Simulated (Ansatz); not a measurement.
## How Ni(100) screens a field

Where does the screening charge of Ni(100) sit?

Program: Ansatz 0.2.0. Level of theory: plane-wave DFT, r2SCAN, Ansatz PAW. Results are calculated unless marked as measured.

## (1) Set-up

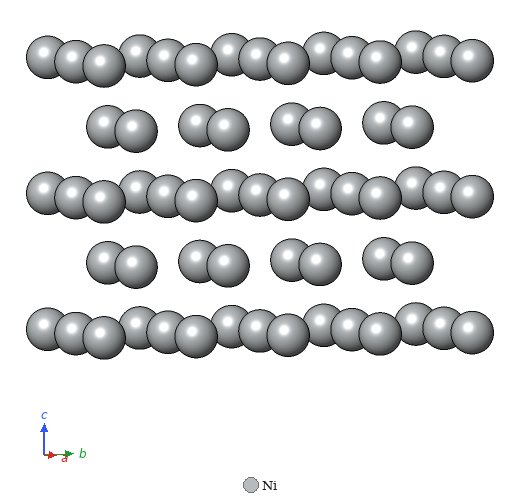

The cell as given, from the side, with the c axis up (nickel light grey). 2×4×1 cells are drawn. Some periodic images of atoms are drawn too.

The cell holds 5 atoms: 5 Ni. Its edges and angles: a = 2.489 Å, b = 2.489 Å, c = 25.040 Å, α = 90.0°, β = 90.0°, γ = 90.0°. Vacuum lies along c.

## (2) Atoms held, field 0

A sawtooth potential applies the field, turning back in the middle of the vacuum. With the dipole correction the typed value is the field outside the slab. The induced dipole is small, so the SCF threshold is tight.

input.yaml

```yaml
crystal:
  lattice:
    - [2.4890158698, 0.0, 0.0]
    - [0.0, 2.4890158698, 0.0]
    - [0.0, 0.0, 25.04]
  atoms:
    - { symbol: Ni, position: [0.0, 0.0, 0.3594249201], spin: 0.7 }
    - { symbol: Ni, position: [0.5, 0.5, 0.4297124601], spin: 0.7 }
    - { symbol: Ni, position: [0.0, 0.0, 0.5], spin: 0.7 }
    - { symbol: Ni, position: [0.5, 0.5, 0.5702875399], spin: 0.7 }
    - { symbol: Ni, position: [0.0, 0.0, 0.6405750799], spin: 0.7 }
magnetization:
  spin_polarized: true
kpoints:
  mp_grid: { grid: [20, 20, 1] }
hamiltonian:
  xc: r2scan
scf:
  occupations: { method: fermi_dirac, width: 0.1 }
  convergence: { dr2_threshold: 1.0e-10 }
efield:
  axis: 3
  dipole_correction: true
  ramp_position: 0.97
  ramp_width: 0.06
  amplitude: 0
output:
  forces: true
  write_potential: true
  write_density: true
  volumetric_format: npy
```

Started as:

```sh
> ansatz run input.yaml --threads 4 --pin off --max-ram 6144MiB --backend cpu --events-out ev --progress --plain --runs-dir out
```

Numbers of over 12 decimals in the logs are rounded to 6 here.

What it wrote:

```text
Engine: ansatz 0.2.0, x86_64-unknown-linux-gnu
Pseudopotentials: kind: paw
Pseudopotential: Ni, paw, valence charge 18, recommended cutoff 500 eV (meta_gga), Ni.paw.azcp
Functional definition: r2SCAN
  parameter k0 = 0.174
  parameter k1 = 0.065
  parameter a1 = 4.9479
  exchange = r2scan_x(k0 = k0, k1 = k1, a1 = a1)
  correlation = r2scan_c
Crystal: 5 atoms, lattice volume = 155.128 Å³
Basis set: ecut = 500 eV, 4007 PW (Γ), exchange–correlation on 80×80×768 points (64 copies of the dense FFT grid, shifted against one another)
Bands: 57, of which v1, the nominal top of the filled ones, is band 45 counted from 1 (44 counted from 0)
Symmetry: 8 space group operations
k-points: 66 of 400
Non-local potential: Ni, projectors of the file, l = 0: 3, l = 1: 2, l = 2: 3, l = 3: 1
PAW form: soft (Blöchl's): semilocal exchange-correlation on the pseudo side does not see the compensation charge
PAW frozen core: Ni, regenerated for the run's functional (the file was generated under x = pbe(κ = 0.804, μ = 0.219515), c = pbe(β = 0.066725))
PAW one-centre angular grid: Ni, 590 points (default); XC on 160 Gauss nodes
Initial density: superposition of atomic densities (neutral atoms: chi_scale 0, normalization atom)
Starting moments: Σ|m| = 3.5 μB on 5 of 5 sites
Initial wavefunctions: pseudopotential atomic-orbital guess
Functional: x = r2scan, c = r2scan; τ floored in thin density (d = 2e-4 eV/Å³)
SCF iter   1: F=—  HF=-29218.816954 eV  |F-HF|=—  |Δ(HF+E_count)|=         —  Δρ=2.69e-2 (↑2.37e-2 ↓2.69e-2)  dr2=4.46e0  dr2_τ=2.82e-2  dr2_m=6.77e-1  M=4.021 μB ∫|m|=4.256 μB  β_m=1.00  ethr=3.10e-3  p=0.000 e·Å  D=4.36e-13 V/Å  ΔV_dip=-0.00 eV  dr2_dipole=1.55e-8  V_vac-E_F(+/−)=7.55/7.55 eV  ⟨swp⟩=10.7  Hψ=38367  notcnv=0  defer=140
Mixer restart at iter 1: flushing history
efield: sawtooth ramp at fractional position 0.9700 (set: `efield.ramp_position`, or a place that a band, a saddle search or an elastic batch's reference lends), width 0.0600; the density the first Hamiltonian is built on has a dipole p = 0.000 e·Å; the dipole correction subtracts the counter field D = 4.36e-13 V/Å, which shifts the + side's vacuum level by -0.00 eV against the − side's; the planar-averaged density in the ramp window peaks in size at 1.4e-6 e/Å³
preconditioner: auto → LDOS  [metal: Δε(μ)=0.003 eV  Ē_g=7.924 eV  σ=0.100 eV  W_gap=0.01  n_scr=18 (ndim 8)  ℏωp=21.1 eV  f_vac=0.588  D(μ)=9.48/eV (n_scr^D=94)]
spin=Collinear: LDOS preconditioning applied to the charge; magnetization (m = ρ↑ − ρ↓) channel mixes plain (no charge-response kernel on spin).
SCF iter   2: F=—  HF=-29220.009223 eV  |F-HF|=—  |Δ(HF+E_count)|=    1.19e0  Δρ=1.39e-2 (↑1.39e-2 ↓1.01e-2)  dr2=9.44e-1  dr2_τ=4.80e-3  dr2_m=1.54e-2  M=3.965 μB ∫|m|=4.425 μB  β_m=1.00  ethr=3.10e-3  p=-0.000 e·Å  D=-4.13e-6 V/Å  ΔV_dip=0.00 eV  dr2_dipole=3.32e-9  V_vac-E_F(+/−)=6.55/6.55 eV  ⟨swp⟩=3.5  Hψ=14432  notcnv=0  defer=396  κ⁻¹=1.0e0(r=1)
SCF iter   3: F=—  HF=-29222.139497 eV  |F-HF|=—  |Δ(HF+E_count)|=    2.13e0  Δρ=7.47e-3 (↑7.47e-3 ↓5.65e-3)  dr2=2.59e-1  dr2_τ=1.86e-3  dr2_m=7.12e-3  M=3.975 μB ∫|m|=4.588 μB  β_m=1.00  ethr=1.05e-3  p=-0.000 e·Å  D=-5.01e-7 V/Å  ΔV_dip=0.00 eV  dr2_dipole=1.38e-11  V_vac-E_F(+/−)=6.00/6.00 eV  ⟨swp⟩=3.5  Hψ=12452  notcnv=0  defer=393  κ⁻¹=7.3e-2(r=2)
SCF iter   4: F=—  HF=-29223.943228 eV  |F-HF|=—  |Δ(HF+E_count)|=         —  Δρ=1.91e-2 (↑6.84e-3 ↓1.91e-2)  dr2=3.10e-1  dr2_τ=1.27e-3  dr2_m=2.04e-1  M=4.485 μB ∫|m|=5.356 μB  β_m=1.00  ethr=2.87e-4  p=0.000 e·Å  D=9.03e-7 V/Å  ΔV_dip=-0.00 eV  dr2_dipole=1.34e-10  V_vac-E_F(+/−)=4.90/4.90 eV  ⟨swp⟩=3.7  Hψ=15996  notcnv=0  defer=397  κ⁻¹=7.3e-2(r=2)
SCF iter   5: F=—  HF=-29224.408975 eV  |F-HF|=—  |Δ(HF+E_count)|=   4.66e-1  Δρ=1.09e-2 (↑7.91e-3 ↓1.09e-2)  dr2=8.82e-1  dr2_τ=1.86e-3  dr2_m=4.62e-2  M=4.093 μB ∫|m|=5.031 μB  β_m=1.00  ethr=5.56e-5  p=0.000 e·Å  D=3.82e-6 V/Å  ΔV_dip=-0.00 eV  dr2_dipole=2.58e-10  V_vac-E_F(+/−)=4.47/4.47 eV  ⟨swp⟩=3.9  Hψ=18279  notcnv=0  defer=393  κ⁻¹=7.3e-2(r=2)
SCF iter   6: F=—  HF=-29223.702472 eV  |F-HF|=—  |Δ(HF+E_count)|=   7.07e-1  Δρ=8.29e-3 (↑8.29e-3 ↓3.27e-3)  dr2=8.89e-2  dr2_τ=9.05e-4  dr2_m=2.63e-2  M=4.147 μB ∫|m|=4.977 μB  β_m=1.00  ethr=5.56e-5  p=0.000 e·Å  D=6.41e-6 V/Å  ΔV_dip=-0.00 eV  dr2_dipole=3.61e-10  V_vac-E_F(+/−)=5.24/5.24 eV  ⟨swp⟩=3.2  Hψ=19163  notcnv=0  defer=397  κ⁻¹=1.1e-2(r=3)
SCF iter   7: F=—  HF=-29224.218697 eV  |F-HF|=—  |Δ(HF+E_count)|=   5.16e-1  Δρ=4.05e-3 (↑1.91e-3 ↓4.05e-3)  dr2=3.35e-2  dr2_τ=3.16e-4  dr2_m=6.23e-3  M=4.043 μB ∫|m|=4.981 μB  β_m=1.00  ethr=5.56e-5  p=0.000 e·Å  D=5.74e-6 V/Å  ΔV_dip=-0.00 eV  dr2_dipole=5.85e-10  V_vac-E_F(+/−)=5.04/5.04 eV  ⟨swp⟩=2.4  Hψ=14199  notcnv=0  defer=406  κ⁻¹=1.1e-2(r=4)
SCF iter   8: F=—  HF=-29224.400143 eV  |F-HF|=—  |Δ(HF+E_count)|=   1.81e-1  Δρ=3.30e-3 (↑1.08e-3 ↓3.30e-3)  dr2=1.04e-2  dr2_τ=1.13e-4  dr2_m=4.73e-3  M=3.965 μB ∫|m|=4.932 μB  β_m=1.00  ethr=3.72e-5  p=0.000 e·Å  D=5.58e-6 V/Å  ΔV_dip=-0.00 eV  dr2_dipole=1.35e-9  V_vac-E_F(+/−)=5.02/5.02 eV  ⟨swp⟩=2.0  Hψ=13461  notcnv=0  defer=410  κ⁻¹=4.4e-4(r=5)
SCF iter   9: F=—  HF=-29224.463836 eV  |F-HF|=—  |Δ(HF+E_count)|=   6.37e-2  Δρ=1.64e-3 (↑5.53e-4 ↓1.64e-3)  dr2=3.28e-3  dr2_τ=3.34e-5  dr2_m=9.90e-4  M=3.910 μB ∫|m|=4.876 μB  β_m=1.00  ethr=1.16e-5  p=0.000 e·Å  D=3.40e-6 V/Å  ΔV_dip=-0.00 eV  dr2_dipole=3.04e-10  V_vac-E_F(+/−)=4.98/4.98 eV  ⟨swp⟩=2.1  Hψ=14725  notcnv=0  defer=405  κ⁻¹=6.1e-5(r=6)
[...]
SCF iter  27: F=—  HF=-29224.478201 eV  |F-HF|=—  |Δ(HF+E_count)|=  8.29e-10  Δρ=6.76e-8 (↑6.64e-8 ↓6.76e-8)  dr2=8.53e-12  dr2_τ=2.19e-13  dr2_m=7.52e-13  M=3.854 μB ∫|m|=4.770 μB  β_m=1.00  ethr=1.00e-12  p=-0.000 e·Å  D=-4.95e-10 V/Å  ΔV_dip=0.00 eV  dr2_dipole=2.66e-16  V_vac-E_F(+/−)=4.94/4.94 eV  ⟨swp⟩=1.6  Hψ=8139  notcnv=0  defer=402  κ⁻¹=6.8e-5(r=8)
SCF iter  28: F=—  HF=-29224.478201 eV  |F-HF|=—  |Δ(HF+E_count)|=   1.31e-9  Δρ=2.98e-8 (↑2.97e-8 ↓2.98e-8)  dr2=1.64e-12  dr2_τ=2.68e-14  dr2_m=1.95e-13  M=3.854 μB ∫|m|=4.770 μB  β_m=1.00  ethr=1.00e-12  p=-0.000 e·Å  D=-1.32e-10 V/Å  ΔV_dip=0.00 eV  dr2_dipole=1.83e-17  V_vac-E_F(+/−)=4.94/4.94 eV  ⟨swp⟩=1.4  Hψ=7816  notcnv=0  defer=402  κ⁻¹=9.3e-5(r=8)
SCF iter  29: F=—  HF=-29224.478201 eV  |F-HF|=—  |Δ(HF+E_count)|=  6.55e-10  Δρ=3.05e-8 (↑1.98e-8 ↓3.05e-8)  dr2=1.08e-12  dr2_τ=1.21e-14  dr2_m=4.30e-13  M=3.854 μB ∫|m|=4.770 μB  β_m=1.00  ethr=1.00e-12  p=-0.000 e·Å  D=-2.33e-10 V/Å  ΔV_dip=0.00 eV  dr2_dipole=8.48e-18  V_vac-E_F(+/−)=4.94/4.94 eV  ⟨swp⟩=1.2  Hψ=7608  notcnv=0  defer=402  κ⁻¹=1.8e-4(r=8)
iter 30 met the thresholds in force, and the SCF goes on: an eigenvalue changes by 3.68 meV, over its tolerance of 1.07 meV (output.eigenvalues, Limitations)
SCF iter  30: F=-29224.478201 eV  HF=-29224.478201 eV  |F-HF|=2.18e-11  |Δ(HF+E_count)|=  2.91e-10  Δρ=1.44e-7 (↑1.74e-8 ↓1.44e-7)  dr2=6.89e-11  dr2_τ=8.43e-14  dr2_m=6.19e-12  M=3.854 μB ∫|m|=4.770 μB  β_m=1.00  ethr=1.00e-12  p=-0.000 e·Å  D=-1.16e-10 V/Å  ΔV_dip=0.00 eV  dr2_dipole=2.66e-19  V_vac-E_F(+/−)=4.94/4.94 eV  ⟨swp⟩=17.4  Hψ=53221  notcnv=0  κ⁻¹=6.7e-5(r=8)
iter 31 met the thresholds in force, and the SCF goes on: an eigenvalue changes by 1.39 meV, over its tolerance of 1.06 meV (output.eigenvalues, Limitations)
SCF iter  31: F=-29224.478201 eV  HF=-29224.478201 eV  |F-HF|=7.28e-12  |Δ(HF+E_count)|=  1.60e-10  Δρ=1.15e-7 (↑1.28e-8 ↓1.15e-7)  dr2=4.73e-11  dr2_τ=5.37e-14  dr2_m=3.86e-12  M=3.854 μB ∫|m|=4.770 μB  β_m=1.00  ethr=1.00e-12  p=-0.000 e·Å  D=-6.70e-11 V/Å  ΔV_dip=0.00 eV  dr2_dipole=1.80e-18  V_vac-E_F(+/−)=4.94/4.94 eV  ⟨swp⟩=8.8  Hψ=42522  notcnv=0
Mixer restart at iter 31: flushing history
SCF iter  32: F=-29224.478201 eV  HF=-29224.478201 eV  |F-HF|=1.46e-11  |Δ(HF+E_count)|=  1.46e-11  Δρ=4.95e-8 (↑2.03e-8 ↓4.95e-8)  dr2=4.33e-11  dr2_τ=9.68e-15  dr2_m=3.41e-13  M=3.854 μB ∫|m|=4.770 μB  β_m=1.00  ethr=1.00e-12  p=0.000 e·Å  D=3.63e-10 V/Å  ΔV_dip=-0.00 eV  dr2_dipole=6.58e-17  V_vac-E_F(+/−)=4.94/4.94 eV  ⟨swp⟩=1.1  Hψ=7550  notcnv=0  κ⁻¹=1.0e0(r=1)
SCF iter  33: F=-29224.478201 eV  HF=-29224.478201 eV  |F-HF|=2.87e-10  |Δ(HF+E_count)|=  9.82e-11  Δρ=8.59e-8 (↑9.28e-9 ↓8.59e-8)  dr2=2.95e-11  dr2_τ=3.11e-14  dr2_m=2.50e-12  M=3.854 μB ∫|m|=4.770 μB  ethr=1.00e-12  p=-0.000 e·Å  D=-9.22e-10 V/Å  ΔV_dip=0.00 eV  dr2_dipole=1.51e-14  V_vac-E_F(+/−)=4.94/4.94 eV  ⟨swp⟩=8.6  Hψ=40126  notcnv=0
SCF 1 converged in 33 iterations: F = -29224.478201 eV  dr2 = 2.95e-11
  greatest PAW one-centre occupation: 1.002 electrons in one spin orbital (limit 2), on the Ni atom at site 4 (counted from 0), in its partial waves of l = 1
WARN: The output density's exchange-correlation potential varies sharply where the density is thin. Do not read a vacuum level from v_tot or v_xc, or from such a field of the output density. On a cell that repeats whose density bears no net charge and no dipole along the vacuum's axis use v_es (v_loc + v_h of the components); under efield.dipole_correction with no amplitude use v_es + v_field, which holds any externa [...]
this state was not tested for a lower state beside it, because the mixer in use, unlike msr1, does not test its closes by its own steps (another_mixer; see scf.mixing.algorithm and scf.lower_state_search)
SCF converged after 33 iterations
an eigenvalue changed by more than its tolerance at an iteration that met the thresholds in force, so the SCF went on 2 times, its first undamped step at iteration 31: the last check found none over its tolerance
Magnetization: 3.8541 μB (46.9270 up, 43.0730 down)
Absolute magnetization: 4.7759 μB (∫|ρ↑−ρ↓|, with the PAW one-centre terms)
Spin contamination: 0.1389 ħ² per cell (⟨S²⟩ above its minimum at these occupations)
Per-site moments (μB) at R_I (Å): [(0.884974, 1.026719), (0.824274, 1.026719), (0.817633, 1.026719), (0.824274, 1.026719), (0.884974, 1.026719)]
Free energy (F): -29224.478201 eV
Harris-Foulkes:  -29224.478201 eV  (|F-HF|=2.87e-10)
Internal energy: -29224.257533 eV  (E = F + TS)
E sigma→0 (E₀):  -29224.367867 eV
Entropy (-TS):   -0.220668 eV (-44.134 meV/atom)
Fermi energy:    3.199552 eV
Dipole field:    D = 0.000000 V/Å  (p = 0.000000 e·Å, saw-weighted, corrected)
Work function:   Φ+ = 4.9397 eV   Φ− = 4.9397 eV
Levels:          The Fermi level and band energies are counted from a zero that moves with the ramp; work functions are not
--- Per-component energies (eV) ---
  E_band       = -2876.747485
  E_kinetic    = 1404.629302
  E_local      = -228226.979949  (includes V_loc(G=0)·N_el)
  E_nonlocal   = 3211.069912
  E_hartree    = 112042.401265
  E_xc         = -388.488912
  E_vxc        = -576.897928  (∫ρ·V_xc dr)
  E_paw        = -8228.484400  (= ΣΔE_a)
  E_vpaw       = -2816.320357  (= ΣTr[D̂ρ^β])
  E_aug_tail   = 0.001137  (compensation charges beyond the density's cutoff)
  E_vtau       = 42.949233  (kinetic-family band-sum trace: ∫τ·v_τ [+ j·A + Jᵃ·Aᵃ] dr)
  E_efield     = 0.000000  (sawtooth field / dipole correction)
  E_vefield    = 0.000000  (∫n·V_field dr)
  E_ewald      = 90963.094455
  E_core_change = -1.500343  (= ΣΔE_core)
  E_smearing   = -0.220668  (= −TS)
  E_closure    = 0.000000  (closes the sum)
  Σ components = -29224.478201   (vs F -29224.478201, Δ=0.00e0)
--- Forces (eV/Å), atoms counted from 1 ---
  atom   1  Ni    -0.00000000     0.00000000     0.63405481
  atom   2  Ni     0.00000000     0.00000000    -0.42008963
  atom   3  Ni    -0.00000000     0.00000000    -0.00000001
  atom   4  Ni     0.00000000     0.00000000     0.42008960
  atom   5  Ni     0.00000000     0.00000000    -0.63405483
  max |Σ_I F_I| component: 5.75e-8 eV/Å
--- Band table (eV; the first three rows and the last of 132) ---
  k-point 0 ↑: bands = [... 41 lower, 1.8117, 1.8327, 1.8327, 1.9846, 2.1122, 2.1122, 2.1510, 2.2265, ... 8 higher]
  k-point 1 ↑: bands = [... 41 lower, 1.7598, 1.7898, 1.8678, 2.0095, 2.0720, 2.1221, 2.1717, 2.2079, ... 8 higher]
  k-point 2 ↑: bands = [... 41 lower, 1.6927, 1.7092, 1.7615, 2.0110, 2.0359, 2.1637, 2.1832, 2.3804, ... 8 higher]
  k-point 65 ↓: bands = [... 41 lower, 3.7493, 3.8350, 3.9192, 3.9192, 6.3269, 6.3269, 8.3929, 8.3929, ... 8 higher]
```

The job ended after 3.1 min (4 threads of Intel Xeon 6975P-C (Granite Rapids), shared host; peak memory 1.5 GiB).

This step gave:

```yaml
energy_at_zero_smearing: -29224.3679 eV
total_moment: 3.854 μB
site_moments: 0.8850, 0.8243, 0.8176, 0.8243, 0.8850 μB
work_function_upper_face: 4.940 eV
dipole_along_the_normal: 1.60e-7 e·Å
```

Running mean over 1.76 Å of the planar mean; the ramp of the sawtooth is left out. The electron's electrostatic potential energy less the Fermi level by z:

```
z (Å)  electron's electrostatic potential energy less the Fermi level (eV)
    4                                                                 4.94
    6                                                                 4.90
    8                                                                -1.66
   10                                                                -10.2
   12                                                                -10.3
   14                                                                -10.3
   16                                                                -9.84
   18                                                                 4.39
   20                                                                 4.94
   22                                                                 4.94
```

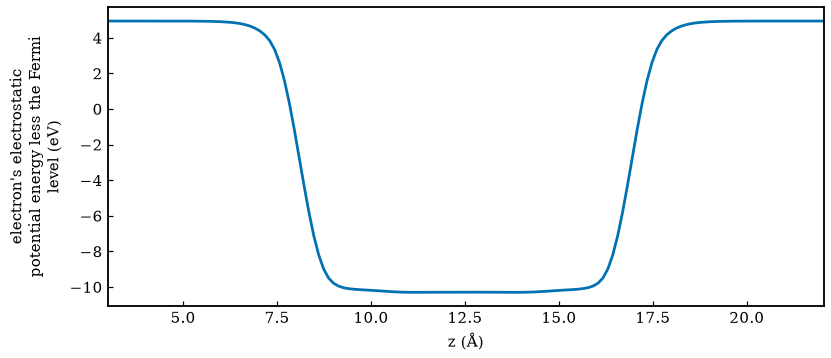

Electron's electrostatic potential energy less the Fermi level against z.

Site moment by atom:

```
atom  site moment (μB)
 Ni1             0.885
 Ni2             0.824
 Ni3             0.818
 Ni4             0.824
 Ni5             0.885
```

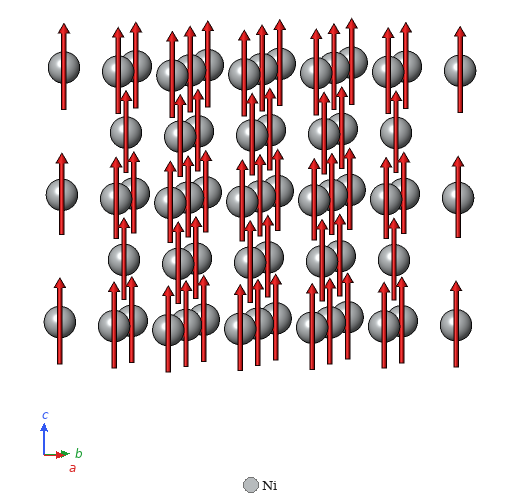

Site moment as arrows, the longest 0.885 μB. Up and down stand for the sign. Arrows give size and sign along the axis of quantisation, drawn up and down the page. 2×4×1 cells are drawn. Some periodic images of atoms are drawn too.

Force by atom:

| atom | x (eV/Å) | y (eV/Å) | z (eV/Å) | size |
| --- | --- | --- | --- | --- |
| Ni1 | 0.000 | 0.000 | 0.634 | 0.634 |
| Ni2 | 0.000 | 0.000 | -0.420 | 0.420 |
| Ni3 | 0.000 | 0.000 | 0.000 | 0.000 |
| Ni4 | 0.000 | 0.000 | 0.420 | 0.420 |
| Ni5 | 0.000 | 0.000 | -0.634 | 0.634 |

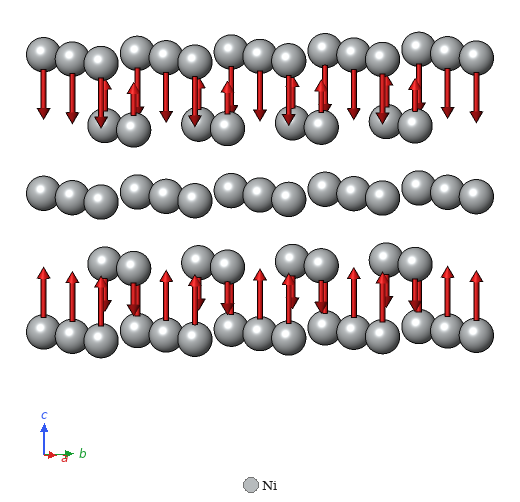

Force as arrows, the longest 0.634 eV/Å. 2×4×1 cells are drawn. Some periodic images of atoms are drawn too.

The work function of the upper face is 4.94 eV.

## (3) Single point, field 0.05 V/Å

Edit input.yaml of step 2 so:

```diff
@@ -25,3 +25,3 @@
   ramp_width: 0.06
-  amplitude: 0
+  amplitude: 0.05
 output:
```

What it wrote:

```text
[...]
Crystal: 5 atoms, lattice volume = 155.128 Å³
Basis set: ecut = 500 eV, 4007 PW (Γ), exchange–correlation on 80×80×768 points (64 copies of the dense FFT grid, shifted against one another)
Bands: 57, of which v1, the nominal top of the filled ones, is band 45 counted from 1 (44 counted from 0)
Symmetry: 8 space group operations
k-points: 66 of 400
[...]
k-point 0 ↑: bands = [... 41 lower, 1.8116, 1.8326, 1.8326, 1.9844, 2.1121, 2.1121, 2.1508, 2.2263, ... 8 higher]
  k-point 1 ↑: bands = [... 41 lower, 1.7597, 1.7897, 1.8677, 2.0094, 2.0719, 2.1220, 2.1715, 2.2078, ... 8 higher]
  k-point 2 ↑: bands = [... 41 lower, 1.6926, 1.7090, 1.7614, 2.0109, 2.0358, 2.1636, 2.1830, 2.3803, ... 8 higher]
  k-point 65 ↓: bands = [... 41 lower, 3.7492, 3.8348, 3.9188, 3.9193, 6.3268, 6.3268, 8.3927, 8.3927, ... 8 higher]
[key lines of the parts left out:]
SCF converged after 31 iterations
Magnetization: 3.8541 μB (46.9270 up, 43.0730 down)
Free energy (F): -29224.478641 eV
Fermi energy:    3.199405 eV
Dipole field:    D = 0.020495 V/Å  (p = 0.017570 e·Å, saw-weighted, corrected)
```

It took 2.8 min on 4 threads; peak memory 1.5 GiB.

The dipole is 0.0176 e·Å.

## (4) Single point, field -0.05 V/Å

Edit input.yaml of step 3 so:

```diff
@@ -25,3 +25,3 @@
   ramp_width: 0.06
-  amplitude: 0.05
+  amplitude: -0.05
 output:
```

What it wrote:

```text
[...]
Crystal: 5 atoms, lattice volume = 155.128 Å³
Basis set: ecut = 500 eV, 4007 PW (Γ), exchange–correlation on 80×80×768 points (64 copies of the dense FFT grid, shifted against one another)
Bands: 57, of which v1, the nominal top of the filled ones, is band 45 counted from 1 (44 counted from 0)
Symmetry: 8 space group operations
k-points: 66 of 400
[...]
k-point 0 ↑: bands = [... 41 lower, 1.8116, 1.8326, 1.8326, 1.9844, 2.1121, 2.1121, 2.1508, 2.2263, ... 8 higher]
  k-point 1 ↑: bands = [... 41 lower, 1.7597, 1.7897, 1.8677, 2.0094, 2.0719, 2.1220, 2.1715, 2.2078, ... 8 higher]
  k-point 2 ↑: bands = [... 41 lower, 1.6926, 1.7090, 1.7614, 2.0109, 2.0358, 2.1636, 2.1830, 2.3803, ... 8 higher]
  k-point 65 ↓: bands = [... 41 lower, 3.7492, 3.8348, 3.9188, 3.9193, 6.3268, 6.3268, 8.3927, 8.3927, ... 8 higher]
[key lines of the parts left out:]
SCF converged after 30 iterations
Magnetization: 3.8541 μB (46.9270 up, 43.0730 down)
Free energy (F): -29224.478641 eV
Fermi energy:    3.199405 eV
Dipole field:    D = -0.020500 V/Å  (p = -0.017574 e·Å, saw-weighted, corrected)
```

The job ended after 2.8 min (4 threads; peak memory 1.5 GiB; 11 min of CPU time).

The dipole is -0.0176 e·Å.

(Part 1 of 3 ends here.)

[Logs are printed without paths, hosts, clocks, repeated set-up lines and the standing remarks that a program may print on its own settings, such as how far it seeks lower states.]

[Hosts, paths, dates, database ids (printed as entryN), source tags and the programs' standing remarks are cut or masked in the printed files.]

[Maps of the electrostatic potential energy from Ansatz leave out the sawtooth potential of an applied field or a dipole correction, so their vacuum need not be flat; planar profiles and work functions include it.]
